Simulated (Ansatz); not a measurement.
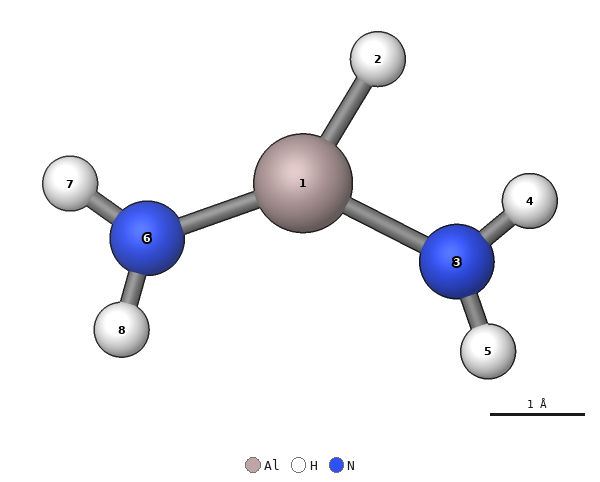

Figure 1. The structure as given in the input (ball-and-stick view, seen on its broad side; atoms are numbered from 1 in the order of the input). Sticks mark near contacts.

# Run report: AlN$_{2}$H$_{5}$, geometry relaxation

System: AlN$_{2}$H$_{5}$.
Method: RKS B3LYP-D4/def2-SVP (Ansatz 0.2.0).

It belongs to a series of runs on one base structure; here: end point A relaxed. Figures and captions count atoms from 1; the log counts them from 0 in places.

Input:
```yaml
crystal:
  periodic: [false, false, false]
  atoms:
    - { symbol: Al, position_ang: [0.078698, -0.215386, 0.186287] }
    - { symbol: H, position_ang: [0.495513, -0.865477, 1.526315] }
    - { symbol: "N", position_ang: [1.866656, 0.181411, -0.025108] }
    - { symbol: H, position_ang: [2.451522, -0.178668, 0.723205] }
    - { symbol: H, position_ang: [2.437511, 0.644323, -0.726298] }
    - { symbol: "N", position_ang: [-1.358363, 0.078649, -0.796863] }
    - { symbol: H, position_ang: [-2.310209, -0.147746, -0.525012] }
    - { symbol: H, position_ang: [-1.353429, 0.502893, -1.718326] }
basis:
  gaussian: { orbitals: def2-SVP }
hamiltonian:
  xc: b3lyp
  dispersion: d4
relax:
  f_tol: 0.03
  max_steps: 50
output:
  orbitals: {}
```

Launch command:
```bash
ansatz run input.yaml --threads 1 --pin off --max-ram 2048MiB --backend cpu --events-out ev --progress --plain --runs-dir out
```

What the program printed:
```
The last accepted step is kept in [file] (removed where the run ends without a failure and the disk answers)
Engine: ansatz 0.2.0, aarch64-unknown-linux-gnu
Functional definition: B3LYP
  parameter a0 = 0.2
  parameter ax = 0.72
  parameter ac = 0.81
  exchange = (1 - a0 - ax)*slater_x + ax*b88_x + a0*exact_x
  correlation = (1 - ac)*vwn_rpa_c + ac*lyp_c
757 factors; integrals over basis functions are off by at most 3.6e-4 eV
mean field evaluation 1: about -9642.4061 eV, gradient 8.1e1 eV
mean field evaluation 2: about -9617.0586 eV, gradient 1.2e2 eV
mean field evaluation 4: about -9655.6120 eV, gradient 1.1e1 eV
mean field evaluation 8: about -9655.8434 eV, gradient 2.2e-2 eV
mean field -9655.84336386 eV, -354.8456986561 hartree, gradient 2.6e-5 eV, S^2 0.000000; 0 other end points of the search recorded, 0 dependent functions left out
the calculation of the forces begins
reference -9655.84360610 eV, -354.8457075584 hartree; 16, 16 occupied and 55, 55 virtual orbitals, 757 factors
relax step   1: F+E_penalty+E_count = -9656.01052495 eV  Δ(F+E_penalty+E_count) = +0.000e0 eV  max|allowed force component| = 2.365e0 eV/Å  Δτ_max = 0.0000 Å  (22 SCF iters, accepted)
these checks for a lower state are left out or cut short: starts, cluster_reference, orbital_swaps, neighbouring_geometries, increment
757 factors; integrals over basis functions are off by at most 3.7e-4 eV
mean field evaluation 16: about -9656.2038 eV, gradient 4.0e-2 eV
mean field -9656.20279523 eV, -354.8589075154 hartree, gradient 4.3e-5 eV, S^2 0.000000; 0 other end points of the search recorded, 0 dependent functions left out
the calculation of the forces begins
reference -9656.20303847 eV, -354.8589164544 hartree; 16, 16 occupied and 55, 55 virtual orbitals, 757 factors
relax step   2: F+E_penalty+E_count = -9656.37087586 eV  Δ(F+E_penalty+E_count) = -3.604e-1 eV  max|allowed force component| = 1.396e0 eV/Å  Δτ_max = 0.1949 Å  (24 SCF iters, accepted)
these checks for a lower state are left out or cut short: starts, cluster_reference, orbital_swaps, neighbouring_geometries, increment
757 factors; integrals over basis functions are off by at most 3.5e-4 eV
mean field -9656.37504008 eV, -354.8652373968 hartree, gradient 6.1e-5 eV, S^2 0.000000; 0 other end points of the search recorded, 0 dependent functions left out
the calculation of the forces begins
reference -9656.37528126 eV, -354.8652462599 hartree; 16, 16 occupied and 55, 55 virtual orbitals, 757 factors
relax step   3: F+E_penalty+E_count = -9656.54509479 eV  Δ(F+E_penalty+E_count) = -1.742e-1 eV  max|allowed force component| = 6.384e-1 eV/Å  Δτ_max = 0.1998 Å  (23 SCF iters, accepted)
these checks for a lower state are left out or cut short: starts, cluster_reference, orbital_swaps, neighbouring_geometries, increment
757 factors; integrals over basis functions are off by at most 5.1e-4 eV
mean field -9656.39328329 eV, -354.8659078226 hartree, gradient 1.2e-5 eV, S^2 0.000000; 0 other end points of the search recorded, 0 dependent functions left out
the calculation of the forces begins
reference -9656.39352865 eV, -354.8659168392 hartree; 16, 16 occupied and 55, 55 virtual orbitals, 757 factors
relax step   4: F+E_penalty+E_count = -9656.56434865 eV  Δ(F+E_penalty+E_count) = -1.925e-2 eV  max|allowed force component| = 6.787e-1 eV/Å  Δτ_max = 0.1844 Å  (26 SCF iters, accepted)
these checks for a lower state are left out or cut short: starts, cluster_reference, orbital_swaps, neighbouring_geometries, increment
757 factors; integrals over basis functions are off by at most 3.6e-4 eV
mean field evaluation 32: about -9656.2416 eV, gradient 8.9e0 eV
mean field -9656.47051376 eV, -354.8687459898 hartree, gradient 1.0e-5 eV, S^2 0.000000; 0 other end points of the search recorded, 0 dependent functions left out
the calculation of the forces begins
reference -9656.47075768 eV, -354.8687549538 hartree; 16, 16 occupied and 55, 55 virtual orbitals, 757 factors
relax step   5: F+E_penalty+E_count = -9656.64314577 eV  Δ(F+E_penalty+E_count) = -7.880e-2 eV  max|allowed force component| = 9.110e-2 eV/Å  Δτ_max = 0.1694 Å  (26 SCF iters, accepted)
these checks for a lower state are left out or cut short: starts, cluster_reference, orbital_swaps, neighbouring_geometries, increment
757 factors; integrals over basis functions are off by at most 3.6e-4 eV
mean field -9656.47176964 eV, -354.8687921427 hartree, gradient 2.5e-5 eV, S^2 0.000000; 0 other end points of the search recorded, 0 dependent functions left out
the calculation of the forces begins
reference -9656.47201351 eV, -354.8688011046 hartree; 16, 16 occupied and 55, 55 virtual orbitals, 757 factors
relax step   6: F+E_penalty+E_count = -9656.64453953 eV  Δ(F+E_penalty+E_count) = -1.394e-3 eV  max|allowed force component| = 6.783e-2 eV/Å  Δτ_max = 0.0214 Å  (22 SCF iters, accepted)
these checks for a lower state are left out or cut short: starts, cluster_reference, orbital_swaps, neighbouring_geometries, increment
757 factors; integrals over basis functions are off by at most 3.6e-4 eV
mean field -9656.47247751 eV, -354.8688181565 hartree, gradient 2.5e-5 eV, S^2 0.000000; 0 other end points of the search recorded, 0 dependent functions left out
the calculation of the forces begins
reference -9656.47272118 eV, -354.8688271111 hartree; 16, 16 occupied and 55, 55 virtual orbitals, 757 factors
relax step   7: F+E_penalty+E_count = -9656.64497800 eV  Δ(F+E_penalty+E_count) = -4.385e-4 eV  max|allowed force component| = 3.265e-3 eV/Å  Δτ_max = 0.0130 Å  (23 SCF iters, accepted)
757 factors; integrals over basis functions are off by at most 3.6e-4 eV
mean field evaluation 64: about -9656.4725 eV, gradient 1.4e-5 eV
```

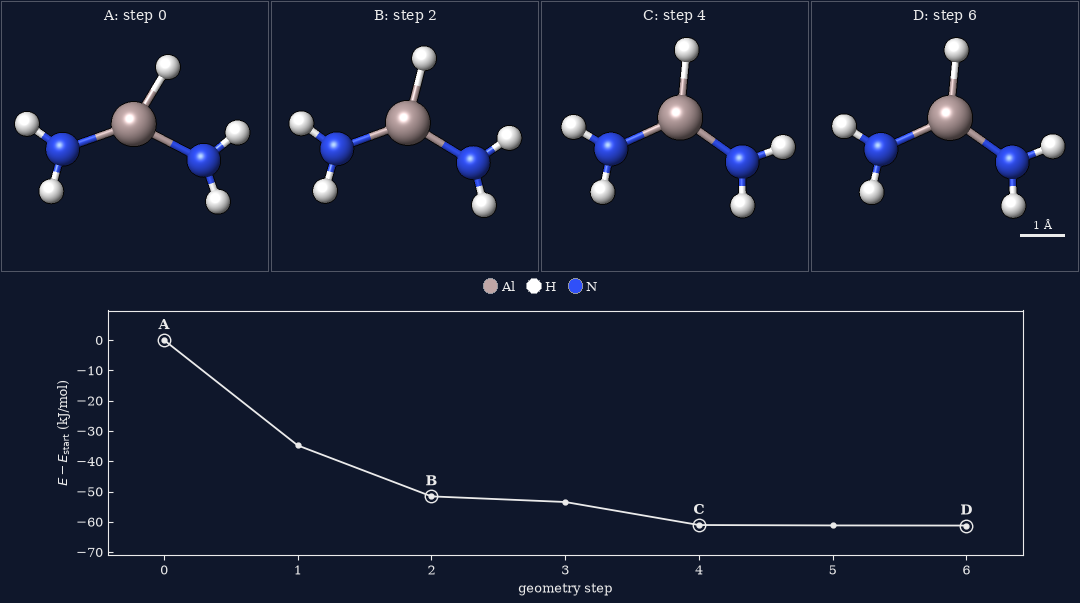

Figure 2. Frames of the relaxation (ball-and-stick view, seen on its broad side) above the curves, on which the letters mark them (the first geometry is step 0 here and step 1 in the log).

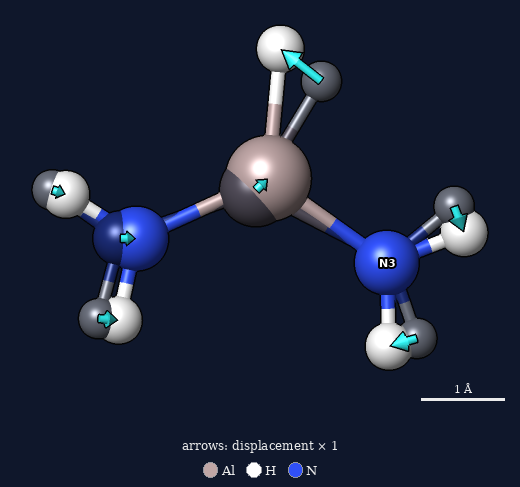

Figure 3. Start (faint) and end (solid) with the displacements as teal arrows, at true length (ball-and-stick view, seen on its broad side). The two geometries are laid on each other by the best rigid fit. Over 6 geometry steps the energy falls by 61.2 kJ/mol. Largest force component: 2.4 eV/Å at the start, 0.0033 eV/Å at the end. H2 moves most after the best rigid fit: 0.64 Å. By element the largest moves are H 0.64 Å, Al 0.21 Å, N 0.20 Å. Among the contacts that change: Al1–N3 1.844 → 1.778 Å, Al1–H2 1.547 → 1.579 Å, Al1–N6 1.766 → 1.778 Å. Among the angles that change: H2–Al1–N3 85.9° → 119.7°, H2–Al1–N6 140.5° → 119.8°, N3–Al1–N6 133.6° → 120.5°. (Atoms are counted from 1 in the order of the input.)

```
mean field -9656.47247751 eV, -354.8688181565 hartree, gradient 2.5e-5 eV, S^2 0.000000; 1 other end points of the search recorded, 0 dependent functions left out
the calculation of the forces begins
reference -9656.47272118 eV, -354.8688271111 hartree; 16, 16 occupied and 55, 55 virtual orbitals, 757 factors
Total energy: -9656.64522166 eV, -354.8751663869 hartree
Atom 0 at     0.183574    -0.286503     0.350242 Å, force     0.000023    -0.002171     0.003265 eV/Å
Atom 1 at    -0.090705    -1.037766     1.711844 Å, force    -0.000567    -0.001551     0.001864 eV/Å
Atom 2 at     1.843552     0.183303    -0.078563 Å, force     0.000019     0.000104    -0.000408 eV/Å
Atom 3 at     2.651768    -0.003961     0.506897 Å, force    -0.002671     0.001026    -0.001043 eV/Å
Atom 4 at     2.139111     0.667109    -0.920735 Å, force     0.002463     0.000508    -0.000840 eV/Å
Atom 5 at    -1.169706     0.082619    -0.741718 Å, force     0.000232     0.000395    -0.000385 eV/Å
Atom 6 at    -2.135368    -0.163790    -0.547252 Å, force     0.003262     0.001191     0.000315 eV/Å
Atom 7 at    -1.114327     0.558987    -1.636515 Å, force    -0.002761     0.000498    -0.002767 eV/Å
Dipole moment:     0.051425     0.140456    -0.255168 e Å
```

Trajectory as extended XYZ (Å, eV, eV/Å), 7 frames, from step=1 to step=7:
```
8
Properties=species:S:1:pos:R:3:forces:R:3 step=1 energy=-9656.01052
Al    0.0787   -0.2154    0.1863    2.3649   0.2995   0.1379
H     0.4955   -0.8655    1.5263   -1.1929  -0.6468   0.8613
N     1.8667    0.1814   -0.0251   -1.1240   0.3205  -0.9531
H     2.4515   -0.1787    0.7232   -0.0335   0.0039   0.0074
H     2.4375    0.6443   -0.7263    0.0082   0.0072  -0.0234
N    -1.3584    0.0786   -0.7969   -0.0296  -0.0064   0.0118
H    -2.3102   -0.1477   -0.5250    0.0294  -0.0058  -0.0042
H    -1.3534    0.5029   -1.7183   -0.0225   0.0280  -0.0377
8
Properties=species:S:1:pos:R:3:forces:R:3 step=2 energy=-9656.37088
Al    0.1279   -0.2181    0.2053    1.3956   0.0637   0.3027
H     0.3317   -0.9340    1.6067   -0.7750  -0.1454   0.0541
N     1.8708    0.2038   -0.0733   -0.8100  -0.0206  -0.2417
H     2.4586   -0.1493    0.6800    0.0553   0.0805  -0.1067
H     2.4355    0.6674   -0.7748   -0.0395   0.0303  -0.0754
N    -1.3193    0.0779   -0.7816    0.0448   0.0024   0.0051
H    -2.2734   -0.1507   -0.5133    0.1101  -0.0124   0.0262
H    -1.3240    0.5030   -1.7048    0.0189   0.0014   0.0357
8
Properties=species:S:1:pos:R:3:forces:R:3 step=3 energy=-9656.54509
Al    0.1639   -0.2220    0.2427    0.6384   0.1235  -0.1322
H     0.1333   -0.9553    1.5988   -0.3722  -0.3097   0.5168
N     1.8712    0.2000   -0.0812   -0.2897   0.0349  -0.1514
H     2.5263   -0.1082    0.6346    0.0528   0.0611  -0.0844
H     2.3682    0.6728   -0.8279   -0.0488  -0.0001  -0.0109
N    -1.2667    0.0723   -0.7580    0.0230   0.1037  -0.1733
H    -2.2152   -0.1749   -0.4928    0.0284  -0.0142   0.0213
H    -1.2731    0.5154   -1.6721   -0.0319   0.0007   0.0141
8
Properties=species:S:1:pos:R:3:forces:R:3 step=4 energy=-9656.56435
Al    0.2012   -0.3846    0.2276    0.0134   0.6787   0.3274
H    -0.0245   -0.9437    1.6936   -0.0331  -0.2521  -0.1585
N     1.8620    0.1781   -0.1037    0.0829  -0.1516   0.0127
H     2.5849   -0.0379    0.5842   -0.0714   0.0601  -0.1636
H     2.2727    0.7065   -0.8704   -0.1359  -0.1332   0.0577
N    -1.2146    0.0880   -0.7469    0.2465  -0.1802  -0.0200
H    -2.1623   -0.1704   -0.4980   -0.0966  -0.0252   0.0050
H    -1.2115    0.5640   -1.6421   -0.0058   0.0033  -0.0608
8
Properties=species:S:1:pos:R:3:forces:R:3 step=5 energy=-9656.64315
Al    0.1825   -0.2923    0.3543   -0.0270  -0.0374   0.0911
H    -0.0877   -1.0384    1.7180   -0.0089  -0.0177   0.0175
N     1.8413    0.1775   -0.0746    0.0022   0.0325  -0.0571
H     2.6627    0.0066    0.4967   -0.0256  -0.0222   0.0318
H     2.1172    0.6634   -0.9216    0.0265   0.0195  -0.0358
N    -1.1711    0.0795   -0.7355    0.0183   0.0265  -0.0517
H    -2.1440   -0.1568   -0.5672    0.0256  -0.0184   0.0447
H    -1.0929    0.5604   -1.6258   -0.0110   0.0172  -0.0404
8
Properties=species:S:1:pos:R:3:forces:R:3 step=6 energy=-9656.64454
Al    0.1818   -0.2921    0.3583    0.0152   0.0390  -0.0678
H    -0.0914   -1.0427    1.7187   -0.0040  -0.0086   0.0147
N     1.8377    0.1834   -0.0811   -0.0042  -0.0090   0.0160
H     2.6478    0.0005    0.5021    0.0268   0.0023   0.0018
H     2.1276    0.6670   -0.9257   -0.0045  -0.0081   0.0144
N    -1.1637    0.0828   -0.7416    0.0020  -0.0069   0.0155
H    -2.1306   -0.1588   -0.5505   -0.0278  -0.0004  -0.0088
H    -1.1014    0.5599   -1.6359   -0.0035  -0.0084   0.0143
8
Properties=species:S:1:pos:R:3:forces:R:3 step=7 energy=-9656.64498
Al    0.1836   -0.2865    0.3502    0.0000  -0.0022   0.0033
H    -0.0907   -1.0378    1.7118   -0.0006  -0.0016   0.0019
N     1.8436    0.1833   -0.0786    0.0000   0.0001  -0.0004
H     2.6518   -0.0040    0.5069   -0.0027   0.0010  -0.0010
H     2.1391    0.6671   -0.9207    0.0025   0.0005  -0.0008
N    -1.1697    0.0826   -0.7417    0.0002   0.0004  -0.0004
H    -2.1354   -0.1638   -0.5473    0.0033   0.0012   0.0003
H    -1.1143    0.5590   -1.6365   -0.0028   0.0005  -0.0028
```

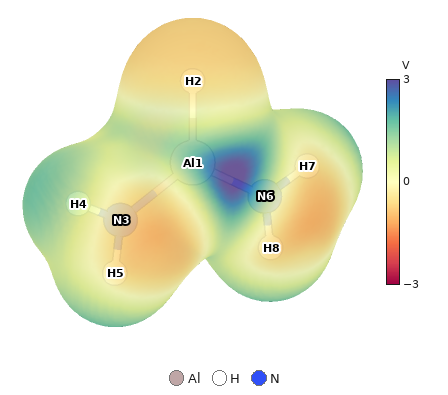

Figure 4. The molecular electrostatic potential painted on the density surface at 0.004 e/bohr³, seen at a tilt; the colour scale runs from red (negative) to blue (positive).

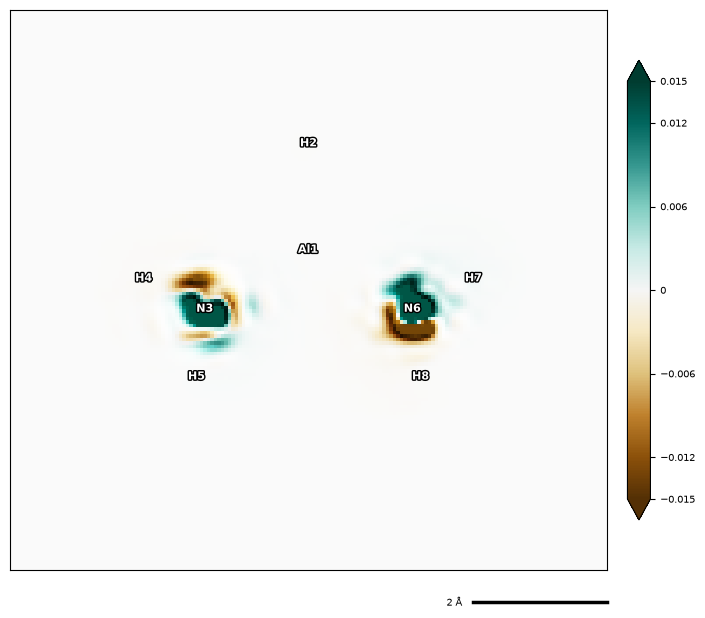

Figure 5. One frontier orbital on the molecular plane (values in Å⁻³ᐟ²; the overall sign is arbitrary). The HOMO, at −6.30 eV.

Key numbers:

```csv
quantity,value
outcome,converged
total energy,−9656.6452 eV
mean-field energy,−9656.4727 eV
largest force (length of the vector) at the end,0.004 eV/Å
hardware,"1 thread of Arm Neoverse V2, 24 GiB of memory available, shared host"
wall time,13 s
peak memory,0.13 GiB
```
